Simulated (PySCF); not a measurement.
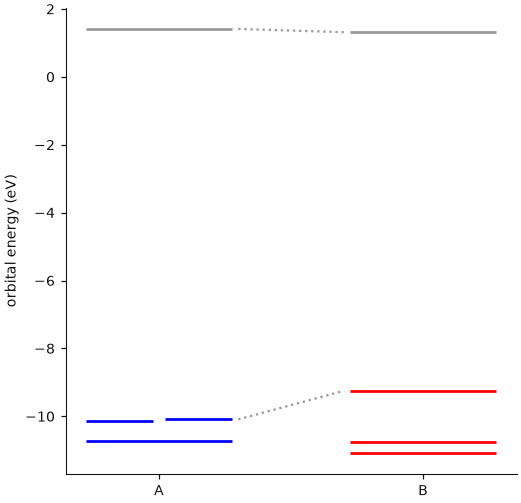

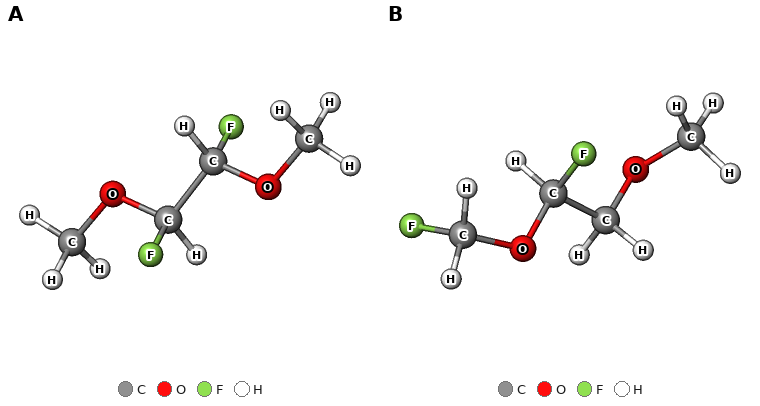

Related molecules: A is C₄H₈F₂O₂, SMILES CO[C@@H](F)[C@@H](F)OC; B is C₄H₈F₂O₂, SMILES COC[C@H](F)OCF. Frontier orbital energies, CAM-B3LYP/def2-SVPD, PySCF 2.14.0, at a PBE0-D3(BJ)/def2-SVP geometry (no frequency check); drawn are at most three filled levels and, in grey, the LUMO with any level within 0.03 eV of it; dotted lines join the HOMOs and the LUMOs.

> What does the change do to the frontier levels?

From A to B the HOMO rises by 0.84 eV and the LUMO falls by 0.10 eV, so the separation goes from 11.50 to 10.56 eV.

> Does the ΔSCF ionisation energy follow the HOMO?

A: −ε(HOMO) 10.09, ΔSCF 10.95 eV; B: −ε(HOMO) 9.25, ΔSCF 10.18 eV.

Limits of at least one run: empty levels above zero depend strongly on the basis; one conformer of a flexible molecule.
